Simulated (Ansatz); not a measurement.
# Swapping OH for F on Al: the vertical ionisation energy

On one Al centre, n of the OH ligands are replaced by F. The vertical ionisation energy y in eV at wB97M-V/def2-TZVPP. Shapes, held fixed at every level: PBE0-D4/def2-TZVP. Flexible molecules stand in one conformer, not always the lowest. Programs: Ansatz 0.2.0.

| molecule | n | y (eV) |
| --- | --- | --- |
| Al(OH)3 | 0 | 11.82 |
| Al(OH)2F | 1 | ? |
| Al(OH)F2 | 2 | 13.02 |
| AlF3 | 3 | 14.83 |

Task: Fit y = c + s·n to the known rows and predict Al(OH)2F.

Result: 
1. Means of the 3 rows: n = 1.66667, y = 13.223.
2. Σ(Δn)² = 4.6667, Σ(Δn·Δy) = 4.4133, so the slope is 4.4133/4.6667 = 0.9457.
3. Intercept: 13.223 − (0.9457) × 1.66667 = 11.647. The largest residual of the fit is 0.52.
4. Al(OH)2F: 11.647 + (0.9457) × 1 = 12.59 eV.

The run gave 12.15 eV, so the prediction is off by +0.44 eV, within the scatter of the fit. The step per swap changes from +0.33 to +1.81 eV along the series, so a line misses the bend. Other levels give for Al(OH)2F: B3LYP-D4/def2-TZVPP 11.80; PBE0-D4/def2-TZVPP 11.79 eV. Cations run unrestricted.

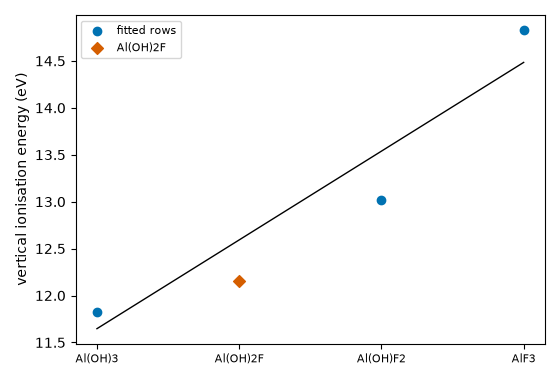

The fitted line, with the withheld member.
